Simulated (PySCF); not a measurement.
# MoO₂Cl₂: structure of the singlet

The task is one start of a wider search on MoO₂Cl₂: the singlet, from a tetrahedral start. It is relaxed, tested by its Hessian and followed downhill if it is a saddle.

The runs use PySCF 2.14.0; PBE0, basis Mo def2-TZVP with ECP28, O def2-TZVP, Cl def2-TZVP, scalar-relativistic core potentials, no spin–orbit coupling, density fitting.

### Step 1. The starting structure

5 atoms, charge 0, spin multiplicity 1.

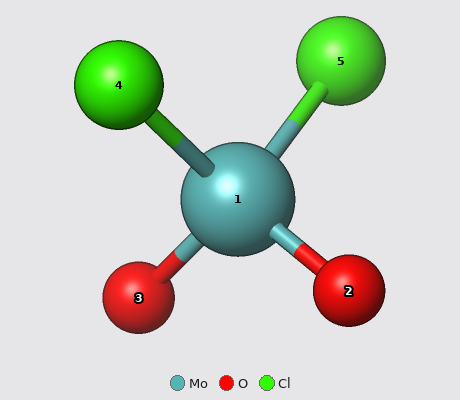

The starting geometry (molybdenum teal, oxygen red, chlorine green); atoms are numbered from 1 in the order of the file.

```xyz
5
charge 0 multiplicity 1
Mo    0.0000    0.0000    0.0000
O     0.0000    1.4534   -1.0276
O     0.0000   -1.4534   -1.0276
Cl    1.9352    0.0000    1.3682
Cl   -1.9352    0.0000    1.3682
```

### Step 2. Finding the electronic state

One driver script runs all steps and calls PySCF; scf.py shows how it sets up the SCF of each step. The optimiser is the driver's own. After this first run the driver tries any further starts and a stability analysis.

Input file scf.py:

```python
from pyscf import gto, scf, dft
mol = gto.M(atom='''
Mo     0.000000     0.000000     0.000000
O      0.000000     1.453400    -1.027600
O     -0.000000    -1.453400    -1.027600
Cl     1.935200     0.000000     1.368200
Cl    -1.935200     0.000000     1.368200''',
    basis={'Mo': 'def2-TZVP', 'O': 'def2-TZVP', 'Cl': 'def2-TZVP'},
    ecp={'Mo': 'def2-TZVP'},
    charge=0, spin=0)
mf = dft.RKS(mol, xc='PBE0')
mf.grids.atom_grid = (50, 194)
aux = {'Mo': 'def2-universal-JKFIT', 'O': 'def2-universal-JKFIT', 'Cl': 'def2-universal-JKFIT'}
mf = mf.density_fit(auxbasis=aux)
mf.conv_tol = 1e-08
mf.diis_space = 10
mf.max_cycle = 60
mf.init_guess = 'minao'
mf.verbose = 4
mf.kernel()
```

Command:

```sh
OMP_NUM_THREADS=4 python axn.py task.json out
```

Output:

```text
init E= -1132.05902869864
  HOMO = -0.551996445032655  LUMO = -0.390340768831643  gap/eV = 4.39888
cycle= 1 E= -1138.37966985328  delta_E= -6.32  |g|= 1.52  |ddm|= 3.95
  HOMO = -0.139055140296272  LUMO = -0.129756603236982  gap/eV = 0.25303
cycle= 2 E= -1128.29905271848  delta_E= 10.1  |g|= 6.31  |ddm|= 4.28
  HOMO = -0.306262249640919  LUMO = -0.139038496315734  gap/eV = 4.55039
cycle= 3 E= -1138.80725446893  delta_E= -10.5  |g|= 0.401  |ddm|= 3.93
  HOMO = -0.378817831379816  LUMO = -0.206414587177406  gap/eV = 4.69133
cycle= 4 E= -1138.83033867124  delta_E= -0.0231  |g|= 0.187  |ddm|= 0.415
  HOMO = -0.357329868159  LUMO = -0.176832496861716  gap/eV = 4.91158
cycle= 5 E= -1138.83560495133  delta_E= -0.00527  |g|= 0.0912  |ddm|= 0.144
  HOMO = -0.362944064925165  LUMO = -0.180081671053856  gap/eV = 4.97594
cycle= 6 E= -1138.83739352508  delta_E= -0.00179  |g|= 0.0449  |ddm|= 0.0595
  HOMO = -0.363770183685642  LUMO = -0.179063566193128  gap/eV = 5.02612
cycle= 7 E= -1138.83767583392  delta_E= -0.000282  |g|= 0.0228  |ddm|= 0.0119
  HOMO = -0.364869114713107  LUMO = -0.179243727841537  gap/eV = 5.05112
cycle= 8 E= -1138.83776760588  delta_E= -9.18e-05  |g|= 0.0051  |ddm|= 0.00943
  HOMO = -0.364899043701202  LUMO = -0.179069049199124  gap/eV = 5.05669
cycle= 9 E= -1138.83777247235  delta_E= -4.87e-06  |g|= 0.000374  |ddm|= 0.00253
  HOMO = -0.364884480701668  LUMO = -0.179075857840717  gap/eV = 5.05611
cycle= 10 E= -1138.83777250027  delta_E= -2.79e-08  |g|= 0.000102  |ddm|= 0.000281
  HOMO = -0.364883311452174  LUMO = -0.179075310628087  gap/eV = 5.05609
cycle= 11 E= -1138.83777250233  delta_E= -2.06e-09  |g|= 5.62e-05  |ddm|= 9.01e-05
  HOMO = -0.364877725165565  LUMO = -0.179083419614985  gap/eV = 5.05572
Extra cycle  E= -1138.83777249204  delta_E= 1.03e-08  |g|= 0.000244  |ddm|= 0.000123
converged SCF energy = -1138.83777249204
```

This step, with its further starts and checks, ran for 26 s (4 threads of Arm Neoverse V1, shared host).

Energies from each starting density:

| start | energy (Eh) |
| --- | --- |
| the minimal-basis guess | -1138.837772 |
| a thermally smeared density | -1138.837773 |
| a smeared PBE density | -1138.837773 |

The test of internal stability and the other starts found no lower closed-shell solution.

### Step 3. Relaxation: tetrahedral start, singlet

The program finds C2v symmetry in the start, which this walk keeps.

Changes to scf.py since step 2:

```diff
@@ -3,5 +3,5 @@
-Mo     0.000000     0.000000     0.000000
-O      0.000000     1.453400    -1.027600
-O     -0.000000    -1.453400    -1.027600
-Cl     1.935200     0.000000     1.368200
-Cl    -1.935200     0.000000     1.368200''',
+Mo     0.000000     0.000000    -0.314343
+O      0.000000     1.453400    -1.341943
+O      0.000000    -1.453400    -1.341943
+Cl     1.935200     0.000000     1.053857
+Cl    -1.935200     0.000000     1.053857''',
@@ -18 +17,0 @@
-mf.init_guess = 'minao'
```

Energy and gradient, step by step:

| step | energy (Eh) | change (kJ/mol) | largest symmetric gradient (Eh/bohr) |
| --- | --- | --- | --- |
| 0 | -1138.837773 | 0.00 | 0.09090 |
| 1 | -1138.873134 | -92.84 | 0.05465 |
| 2 | -1138.875885 | -100.06 | 0.00777 |
| 3 | -1138.876026 | -100.43 | 0.00045 |
| 4 | -1138.876027 | -100.44 | 0.00012 |

The walk took 21 s.

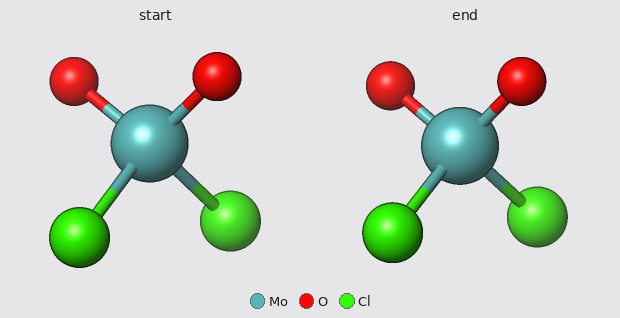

The geometry along the walk, at one scale.

End point (C2v, 4 steps, 100.4 kJ/mol gained): Mo–Cl 2.243 Å (×2), Mo–O 1.663 Å (×2); Cl–Mo–Cl 111.6°, Cl–Mo–O 109.6° (×4), O–Mo–O 106.7°.

### Step 4. Vibrations and properties at this point

On the finer grid the gradient is checked again; gradients at displacements of ±0.02 bohr then give force constants and infrared intensities.

Changes to scf.py since step 3:

```diff
@@ -3,5 +3,5 @@
-Mo     0.000000     0.000000    -0.314343
-O      0.000000     1.453400    -1.341943
-O      0.000000    -1.453400    -1.341943
-Cl     1.935200     0.000000     1.053857
-Cl    -1.935200     0.000000     1.053857''',
+Mo     0.000000     0.000000    -0.281422
+O      0.000000     1.334734    -1.273765
+O      0.000000    -1.334734    -1.273765
+Cl     1.856437     0.000000     0.976823
+Cl    -1.856437     0.000000     0.976823''',
@@ -12 +12 @@
-mf.grids.atom_grid = (50, 194)
+mf.grids.atom_grid = (75, 302)
@@ -15 +15 @@
-mf.conv_tol = 1e-08
+mf.conv_tol = 1e-10
```

The driver hands on the density of the step before, so the log starts near convergence.

SCF at the final geometry:

```text
init E= -1138.87630143301
  HOMO = -0.366513928200496  LUMO = -0.140176494936482  gap/eV = 6.15896
cycle= 1 E= -1138.87630143301  delta_E= 9.09e-13  |g|= 3.13e-06  |ddm|= 1.72e-06
  HOMO = -0.366513663763418  LUMO = -0.140176894521274  gap/eV = 6.15894
Extra cycle  E= -1138.87630143299  delta_E= 2.34e-11  |g|= 1.13e-05  |ddm|= 6.12e-06
converged SCF energy = -1138.87630143299
```

The whole step took 99 s.

Geometry: C2v; Mo–Cl 2.243 Å (×2), Mo–O 1.663 Å (×2); Cl–Mo–Cl 111.7°, Cl–Mo–O 109.6° (×4), O–Mo–O 106.7°.

Harmonic modes (main isotopes):

```
symmetry  ω (cm⁻¹)  IR (km/mol)
      a1       120          0.5
      b2       182          3.5
      a2       215          0.0
      b1       246          3.9
      a1       354          2.3
      a1       450         31.1
      b1       465          118
      b2      1049          184
      a1      1082          120
```

No imaginary mode, so this is a minimum.

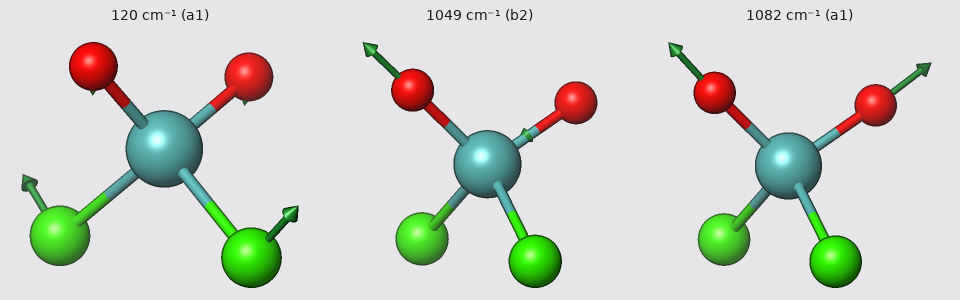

Displacements of 3 of the modes, as arrows (one member where a mode is degenerate).

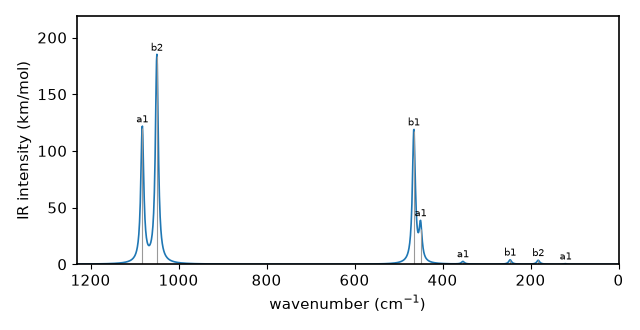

The harmonic infrared spectrum (widths in cm⁻¹). Lines are broadened to a width of 8 cm⁻¹ (Lorentzian).

Constants and moments:

| Quantity | Value |
| --- | --- |
| Dipole moment | 1.23 D |
| Highest occupied level | -9.97 eV |
| Lowest empty level | -3.81 eV |
| Rotational constants | 0.09193, 0.05657, 0.04588 cm⁻¹ |
| Zero-point energy | 24.9 kJ/mol |
| Principal polarisabilities | 55.8, 65.1, 76.9 bohr³ |
| Atomisation energy without zero-point energy | 1943 kJ/mol |
| Principal traceless quadrupole moments about the centre of mass | -1.98, -1.07, 3.05 D Å |
| Entropy at 298.15 K and 1 bar | 337.8 J/(mol K) |
| Heat capacity Cp at 298.15 K | 84.6 J/(mol K) |
| Enthalpy at 298.15 K above 0 K | 18.43 kJ/mol |
| Rotational symmetry number | 2 |

Populations by atom (charges in e):

```csv
atom,Mulliken,Löwdin,polar tensor,Mayer order to Mo1
Mo1,1.59,0.25,2.19,–
"O2,3",-0.48,-0.23,-0.63,1.94
"Cl4,5",-0.32,0.11,-0.46,0.99
```

Mulliken populations on Mo1 (outside its core potential): s 2.21, p 6.34, d 3.77, f 0.09.

### Step 5. Would spin polarisation lower it?

At the lowest minimum the closed shell is tested against spin polarisation, on the (50, 194) grid. It is stable.

### Step 6. Results

| quantity | value |
| --- | --- |
| minimum | singlet, C2v |
| geometry | Mo–Cl 2.243 Å (×2), Mo–O 1.663 Å (×2); Cl–Mo–Cl 111.7°, Cl–Mo–O 109.6° (×4), O–Mo–O 106.7° |
| wavenumbers (cm⁻¹) | 120 (a1), 182 (b2), 215 (a2), 246 (b1), 354 (a1), 450 (a1), 465 (b1), 1049 (b2), 1082 (a1) |
| dipole moment | 1.23 D |
| highest occupied, lowest empty level | -9.97, -3.81 eV |
| polar-tensor charge of Mo1 | +2.19 e |
| zero-point energy | 24.9 kJ/mol |
| entropy at 298.15 K | 337.8 J/(mol K) |
| atomisation energy (no zero-point energy) | 1943 kJ/mol |

In words: The molecule stays C2v, as typed, and the end point is a minimum. The strongest infrared band lies at 1049 cm⁻¹ (b2, stretch). Only this shape and spin were tried, so other structures or states may lie lower.

The search up to here ran for 2.7 min (4 threads of Arm Neoverse V1, shared host).
